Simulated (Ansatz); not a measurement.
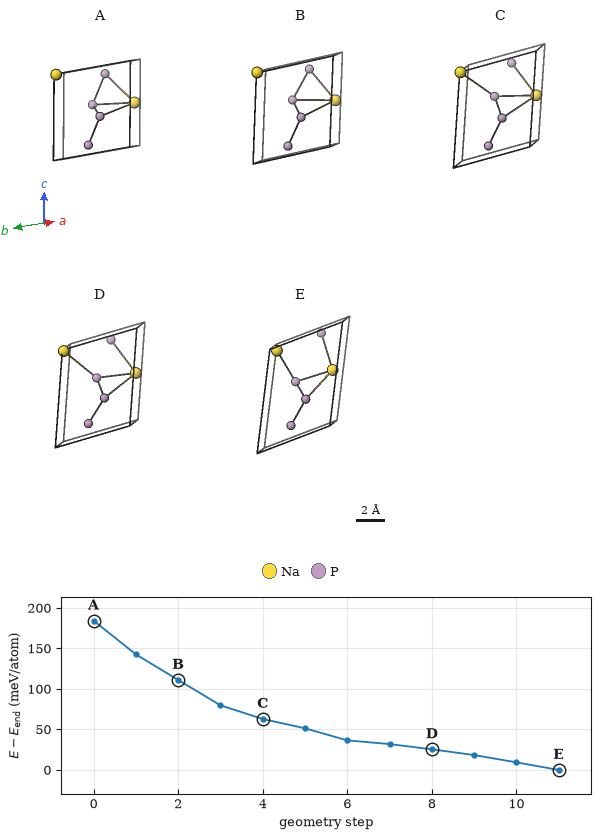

Frames of a relaxation of crystalline NaP2 (a generated structure, set up in P1) (coarse preliminary run), marked on the history of the run. The picture is a ball-and-stick view of the cell of the calculation, seen from a free direction.

All numbers below come from DFT PBE+D3(BJ), scalar-relativistic, plane waves, PAW in Ansatz. (plane-wave cutoff 420 eV; k-point mesh 6 × 6 × 4; occupations gaussian; smearing width 0.2 eV; no spin polarisation; cell and atoms relaxed; force threshold 0.025 eV/Å; at most 60 steps)

Question: What happens along the run?

Answer: The run was cut off at its time limit before the relaxation converged, so the last structure is only a point on the way. The largest move relative to the cell is that of a P atom, 0.78 Å along [3 −1 1]. By element the largest moves are P 0.78 Å, Na 0.70 Å. Cell: a 3.556 → 3.291 Å (−7.4 %), b 5.657 → 5.650 Å (−0.1 %), c 6.244 → 7.596 Å (+21.7 %), α 100.6° → 118.0°, β 87.7° → 78.7°, γ 108.5° → 105.5°. Volume +2.3 %. Some distances before and after: P–P 2.434 → 4.061 Å, Na–P 4.646 → 3.119 Å, Na–P 4.442 → 3.093 Å, Na–P 2.923 → 3.233 Å. Bond angles that change, for instance: Na–P–Na 136.1° → 97.1°, Na–P–Na 72.3° → 107.1°, Na–P–Na 128.4° → 97.3°. The space group stays P1 (No. 1). After 11 geometry steps the energy has fallen by 184 meV per atom. The largest force component goes from 1.4 to 0.25 eV/Å. The pressure goes from 2.89 to −0.10 GPa. From step 0 to 2: a P atom moves most (0.26 Å), volume +0.5 %, energy −73.2 meV per atom. From step 2 to 4: P atoms move most (0.23 Å), volume −1.1 %, energy −48.2 meV per atom. From step 4 to 8: P atoms move most (0.28 Å), volume +0.7 %, energy −37.5 meV per atom. From step 8 to 11: Na and P atoms move most (0.48 Å), volume +2.2 %, energy −25.5 meV per atom.

```tsv
step	E − E(0), meV/atom	largest force component, eV/Å	pressure, GPa	volume, Å³/atom
0	0.00	1.4432	2.89	19.509
1	-41.68	0.4899	0.88	19.523
2	-73.21	0.6081	-0.50	19.610
3	-104.55	0.6629	-1.31	19.559
4	-121.43	0.6366	-0.84	19.399
5	-132.97	0.4383	0.33	19.329
6	-147.83	0.3711	-0.15	19.332
7	-152.42	0.2405	-0.08	19.329
8	-158.89	0.1575	-0.09	19.540
9	-166.00	0.3045	0.10	19.817
10	-174.98	0.5277	0.57	20.000
11	-184.36	0.2472	-0.10	19.963
```
